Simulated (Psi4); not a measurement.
## Geometry relaxation of CH₅NZn (part 1 of 4)

The run: geometry relaxation of CH₅NZn. Method and program: PBE0/def2-TZVP, RKS, dispersion D4 (Psi4 1.11).

The run did not end well. The starting geometry was optimised with PBE/def2-SVP.

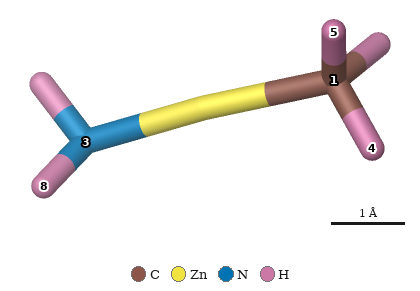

Fig. 1: The starting structure (stick view, seen at a tilt; atoms are numbered from 1 in the order of the input). Sticks mark near contacts. Bond lengths as drawn: C–H 1.11 Å, C–Zn 1.93 Å, H–N 1.03 Å and N–Zn 1.84 Å.

Input (ch5nzn.inp)
```
memory 4400 MB

molecule {
  C     -0.842897     1.160601    -0.761052
  Zn     0.314611    -0.171038     0.031934
  N      1.270136    -1.481367     0.896765
  H     -1.746269     0.686880    -1.198902
  H     -0.331439     1.723423    -1.568588
  H     -1.186417     1.893422    -0.001529
  H      2.164502    -1.173355     1.301098
  H      1.497394    -2.300578     0.316724
  units angstrom
  symmetry c1
}

set globals {
  scf_type df
  geom_maxiter 50
  max_force_g_convergence 0.0002
}

optimize('pbe0-d4/def2-TZVP')
```

Machine: 2 threads of Intel Xeon (Sapphire Rapids), 32 GiB of memory available, shared host.

Launch command:
```bash
psi4 -n 2 ch5nzn.inp ch5nzn.out
```

What the program printed
```
Psi4 1.11 release

gradient() will perform analytic gradient computation.

   => Loading Basis Set <=

    Name: DEF2-TZVP
    Role: ORBITAL
    Keyword: BASIS

   => PBE0-D4(BJ,EEQ)ATM: Empirical Dispersion <=

        a1 =       0.400856
        a2 =       5.029288
       alp =      16.000000
        s6 =       1.000000
        s8 =       1.200655
        s9 =       1.000000
        ga =       3.000000
        gc =       2.000000
        wf =       6.000000

         ---------------------------------------------------------
                                   SCF
                              RKS Reference
                        2 Threads,   4196 MiB Core
         ---------------------------------------------------------

  ==> Geometry <==

    Molecular point group: c1
    Full point group: C1

    Geometry (in Angstrom), charge = 0, multiplicity = 1:

       Center              X                  Y                   Z               Mass
    ------------   -----------------  -----------------  -----------------  -----------------
         C           -1.139667993466     1.338702172009    -0.806393580666    12.000000000000
         ZN           0.017840006534     0.007063172009    -0.013407580666    63.929142010000
         N            0.973365006534    -1.303265827991     0.851423419334    14.003074004430
         H           -2.043039993466     0.864981172009    -1.244243580666     1.007825032230
         H           -0.628209993466     1.901524172009    -1.613929580666     1.007825032230
         H           -1.483187993466     2.071523172009    -0.046870580666     1.007825032230
         H            1.867731006534    -0.995253827991     1.255756419334     1.007825032230
         H            1.200623006534    -2.122476827991     0.271382419334     1.007825032230

  Running in c1 symmetry.

  Rotational constants: A =      3.37155  B =      0.13924  C =      0.13817 [cm^-1]
  Rotational constants: A = 101076.53926  B =   4174.45124  C =   4142.28901 [MHz]
  Nuclear repulsion =  168.886779828098355

  Charge       = 0
  Multiplicity = 1
  Electrons    = 48
  Nalpha       = 24
  Nbeta        = 24

  ==> Algorithm <==

  SCF Algorithm Type is DF.
  DIIS enabled.
  MOM disabled.
  Fractional occupation disabled.
  Guess Type is SAD.
  Energy threshold   = 1.00e-08
  Density threshold  = 1.00e-08
  Integral threshold = 1.00e-12

  ==> Primary Basis <==

  Basis Set: DEF2-TZVP
    Blend: DEF2-TZVP
    Number of shells: 58
    Number of basis functions: 140
    Number of Cartesian functions: 157
    Spherical Harmonics?: true
    Max angular momentum: 3

  ==> DFT Potential <==

   => LibXC <=

    Version 7.1.2

   => Composite Functional: PBE0-D4BJEEQATM <=

    PBE0-d4bjeeqatm Hyb-GGA Exchange-Correlation Functional

    Deriv               =              1
    GGA                 =           TRUE
    Meta                =          FALSE

    Exchange Hybrid     =           TRUE
    MP2 Hybrid          =          FALSE

   => Exchange Functionals <=

    0.7500   Perdew, Burke & Ernzerhof

   => Exact (HF) Exchange <=

    0.2500               HF

   => Correlation Functionals <=

    1.0000   Perdew, Burke & Ernzerhof

   => LibXC Density Thresholds  <==

    XC_HYB_GGA_XC_PBEH:  1.00E-15

   => Molecular Quadrature <=

    Radial Scheme          =       TREUTLER
    Pruning Scheme         =           NONE
    Nuclear Scheme         =       TREUTLER

    Blocking Scheme        =         OCTREE
    BS radius alpha        =              1
    Pruning alpha          =              1
    Radial Points          =             75
    Spherical Points       =            302
    Total Points           =         174231
    Total Blocks           =           1359
    Max Points             =            256
    Max Functions          =            138
    Weights Tolerance      =       1.00E-15

   => Loading Basis Set <=

    Name: (DEF2-TZVP AUX)
    Role: JKFIT
    Keyword: DF_BASIS_SCF

  ==> Integral Setup <==

  DFHelper Memory: AOs need 0.079 GiB; user supplied 2.600 GiB.
  SCF_SUBTYPE=INCORE selected. In-core MEM_DF algorithm will be used.
  Using in-core AOs.

  ==> MemDFJK: Density-Fitted J/K Matrices <==

    J tasked:                   Yes
    K tasked:                   Yes
    wK tasked:                   No
    Memory [MiB]:              2662
    Algorithm:                 Core
    Schwarz Cutoff:           1E-12
    Mask sparsity (%):       3.4388
    Fitting Condition:        1E-10

   => Auxiliary Basis Set <=

  Basis Set: (DEF2-TZVP AUX)
    Blend: DEF2-UNIVERSAL-JKFIT
    Number of shells: 138
    Number of basis functions: 506
    Number of Cartesian functions: 659
    Spherical Harmonics?: true
    Max angular momentum: 6

  Cached 100.0% of DFT collocation blocks in 0.473 [GiB].

  Minimum eigenvalue in the overlap matrix is 1.7647184945E-03.
  Reciprocal condition number of the overlap matrix is 2.5540602365E-04.
    Using symmetric orthogonalization.

  ==> Pre-Iterations <==

  SCF Guess: Superposition of Atomic Densities via on-the-fly atomic UHF (no occupation information).

   -------------------------
    Irrep   Nso     Nmo
   -------------------------
     A        140     140
   -------------------------
    Total     140     140
   -------------------------

  ==> Iterations <==

                           Total Energy        Delta E     RMS |[F,P]|

   @DF-RKS iter SAD: -1871.63374647536853   -1.87163e+03   0.00000e+00
   @DF-RKS iter   1: -1872.23337941154773   -5.99633e-01   2.95094e-02 ADIIS/DIIS
   @DF-RKS iter   2: -1824.61667556453085    4.76167e+01   6.65429e-02 ADIIS/DIIS
   @DF-RKS iter   3: -1874.55522112986341   -4.99385e+01   8.87560e-03 ADIIS/DIIS
   @DF-RKS iter   4: -1874.79442055419440   -2.39199e-01   4.10331e-03 ADIIS/DIIS
   @DF-RKS iter   5: -1874.92575470524048   -1.31334e-01   1.36685e-03 ADIIS/DIIS
   @DF-RKS iter   6: -1874.94070754025438   -1.49528e-02   3.63357e-04 ADIIS/DIIS
   @DF-RKS iter   7: -1874.94158657435401   -8.79034e-04   1.60147e-04 ADIIS/DIIS
   @DF-RKS iter   8: -1874.94183582296364   -2.49249e-04   3.79134e-05 DIIS
   @DF-RKS iter   9: -1874.94184151961076   -5.69665e-06   1.87248e-06 DIIS
   @DF-RKS iter  10: -1874.94184154895743   -2.93467e-08   4.30086e-07 DIIS
   @DF-RKS iter  11: -1874.94184155016933   -1.21190e-09   8.94727e-08 DIIS
   @DF-RKS iter  12: -1874.94184155021117   -4.18368e-11   3.57784e-08 DIIS
   @DF-RKS iter  13: -1874.94184155021753   -6.36646e-12   2.25794e-09 DIIS
  Energy and wave function converged.

  ==> Post-Iterations <==

   Electrons on quadrature grid:
      Ntotal   =   47.9999912525 ; deviation = -8.748e-06

    Orbital Energies [Eh]
    ---------------------

    Doubly Occupied:

       1A   -347.596398     2A    -42.340503     3A    -37.281960
       4A    -37.281214     5A    -37.278221     6A    -14.341439
       7A    -10.203085     8A     -4.883818     9A     -3.261254
      10A     -3.259447    11A     -3.253655    12A     -0.822273
      13A     -0.687199    14A     -0.522049    15A     -0.520918
      16A     -0.514328    17A     -0.514214    18A     -0.513717
      19A     -0.444097    20A     -0.391698    21A     -0.389708
      22A     -0.361530    23A     -0.296638    24A     -0.246924

    Virtual:

      25A     -0.003039    26A      0.006791    27A      0.022124
      28A      0.052156    29A      0.114656    30A      0.119127
      31A      0.127961    32A      0.128626    33A      0.155346
      34A      0.203150    35A      0.221142    36A      0.230331
      37A      0.232525    38A      0.245760    39A      0.268987
      40A      0.299009    41A      0.308229    42A      0.347955
      43A      0.358965    44A      0.372730    45A      0.400282
      46A      0.466793    47A      0.472442    48A      0.485148
      49A      0.491698    50A      0.500073    51A      0.554652
      52A      0.562827    53A      0.571526    54A      0.649825
      55A      0.686271    56A      0.804335    57A      0.822657
      58A      0.969782    59A      0.974052    60A      0.976751
      61A      1.099787    62A      1.101722    63A      1.193899
      64A      1.208137    65A      1.233951    66A      1.252787
      67A      1.317967    68A      1.389151    69A      1.390974
      70A      1.526248    71A      1.542496    72A      1.547690
      73A      1.553024    74A      1.596136    75A      1.723090
      76A      1.793254    77A      1.840719    78A      1.876016
      79A      1.952995    80A      1.993495    81A      2.025084
      82A      2.081221    83A      2.099884    84A      2.131539
      85A      2.168514    86A      2.215530    87A      2.263647
      88A      2.322557    89A      2.368709    90A      2.398487
      91A      2.399997    92A      2.408643    93A      2.474183
      94A      2.531373    95A      2.540584    96A      2.589154
      97A      2.590256    98A      2.766764    99A      2.874479
     100A      3.124228   101A      3.129174   102A      3.135006
     103A      3.190149   104A      3.222477   105A      3.223081
     106A      3.322037   107A      3.332986   108A      3.533459
     109A      3.538273   110A      3.659907   111A      4.029414
     112A      4.130790   113A      4.200746   114A      4.203694
     115A      4.265335   116A      4.298041   117A      4.321439
     118A      4.341987   119A      4.438153   120A      4.676741
     121A      4.722029   122A      4.742019   123A      4.842690
     124A      4.853478   125A      4.887299   126A      5.037800
     127A      5.059828   128A      5.099334   129A      5.372007
     130A      5.581457   131A      5.674049   132A      6.537435
     133A      6.537447   134A      6.549021   135A      6.550306
     136A      6.588001   137A      6.594413   138A      6.727633
     139A     22.197353   140A     31.705156

    Final Occupation by Irrep:
              A
    DOCC [    24 ]
    NA   [    24 ]
    NB   [    24 ]

  @DF-RKS Final Energy: -1874.94184155021753

   => Energetics <=

    Nuclear Repulsion Energy =            168.8867798280983550
    One-Electron Energy =               -2948.1523006291390629
    Two-Electron Energy =                 968.5366175522808589
    DFT Exchange-Correlation Energy =     -64.2099552865153385
    Empirical Dispersion Energy =          -0.0029830149422343
    VV10 Nonlocal Energy =                  0.0000000000000000
    Total Energy =                      -1874.9418415502173048

Computation Completed

Properties will be evaluated at   0.000000,   0.000000,   0.000000 [a0]

Properties computed using the SCF density matrix

 Multipole Moments:

 ------------------------------------------------------------------------------------
     Multipole            Electronic (a.u.)      Nuclear  (a.u.)        Total (a.u.)
 ------------------------------------------------------------------------------------

 L = 1.  Multiply by 2.5417464519 to convert [e a0] to [Debye]
 Dipole X            :          1.3488968           -1.0872288            0.2616680
 Dipole Y            :         -1.4462301            1.5902901            0.1440599
 Dipole Z            :          0.9102994           -1.2444411           -0.3341417
 Magnitude           :                                                    0.4481898

 ------------------------------------------------------------------------------------

	total time  =          6 seconds =       0.10 minutes

         ------------------------------------------------------------
                                   SCF GRAD
         ------------------------------------------------------------

  ==> Geometry <==

    Molecular point group: c1
    Full point group: C1

    Geometry (in Angstrom), charge = 0, multiplicity = 1:

       Center              X                  Y                   Z               Mass
    ------------   -----------------  -----------------  -----------------  -----------------
         C           -1.139667993466     1.338702172009    -0.806393580666    12.000000000000
         ZN           0.017840006534     0.007063172009    -0.013407580666    63.929142010000
         N            0.973365006534    -1.303265827991     0.851423419334    14.003074004430
         H           -2.043039993466     0.864981172009    -1.244243580666     1.007825032230
         H           -0.628209993466     1.901524172009    -1.613929580666     1.007825032230
         H           -1.483187993466     2.071523172009    -0.046870580666     1.007825032230
         H            1.867731006534    -0.995253827991     1.255756419334     1.007825032230
         H            1.200623006534    -2.122476827991     0.271382419334     1.007825032230

  Nuclear repulsion =  168.886779828098383

  ==> Basis Set <==

  Basis Set: DEF2-TZVP
    Blend: DEF2-TZVP
    Number of shells: 58
    Number of basis functions: 140
    Number of Cartesian functions: 157
    Spherical Harmonics?: true
    Max angular momentum: 3

  ==> DFJKGrad: Density-Fitted SCF Gradients <==

    Gradient:                    1
    J tasked:                  Yes
    K tasked:                  Yes
    wK tasked:                  No
    Integrals threads:           2
    Memory [MiB]:             3147
    Schwarz Cutoff:          1E-12
    Fitting Condition:       1E-10

   => Auxiliary Basis Set <=

  Basis Set: (DEF2-TZVP AUX)
    Blend: DEF2-UNIVERSAL-JKFIT
    Number of shells: 138
    Number of basis functions: 506
    Number of Cartesian functions: 659
    Spherical Harmonics?: true
    Max angular momentum: 6

   => Molecular Quadrature <=

    Radial Scheme          =       TREUTLER
    Pruning Scheme         =           NONE
    Nuclear Scheme         =       TREUTLER

    Blocking Scheme        =         OCTREE
    BS radius alpha        =              1
    Pruning alpha          =              1
    Radial Points          =             75
    Spherical Points       =            302
    Total Points           =         174231
    Total Blocks           =           1359
    Max Points             =            256
    Max Functions          =            138
    Weights Tolerance      =       1.00E-15

  -Total Gradient:
     Atom            X                  Y                   Z
    ------   -----------------  -----------------  -----------------
       1        0.005893025810    -0.007025921914     0.004101855496
       2        0.001337841233     0.000332400541    -0.000645405354
       3       -0.014863669839     0.004486097411     0.005127030198
       4       -0.008721158300    -0.004270327170    -0.004163704034
       5        0.004701060422     0.005533442466    -0.007799427267
       6       -0.003481211786     0.007053849583     0.007086930623
       7        0.011469912954     0.003619620497     0.003994268945
       8        0.003661161925    -0.009713905842    -0.007701549490

	total time  =          1 seconds =       0.02 minutes

    			-----------------------------------------

    			 OPTKING 3.0: for geometry optimizations

    			        with contributions from

    			-----------------------------------------

	                            ===> Fragment 1 <==

	 Z (Atomic Numbers)          Masses                          Geom
	       6.000000            12.000000         -2.15366038  2.52978047 -1.52386302
	      30.000000            63.929142          0.03371273  0.01334746 -0.02533666
	       7.000000            14.003074          1.83939328 -2.46281548  1.60895708
	       1.000000             1.007825         -3.86078605  1.63457752 -2.35127960
	       1.000000             1.007825         -1.18714484  3.59335991 -3.04988489
	       1.000000             1.007825         -2.80281910  3.91461146 -0.08857256
	       1.000000             1.007825          3.52950008 -1.88075716  2.37303571
	       1.000000             1.007825          2.26884866 -4.01089991  0.51283845
```
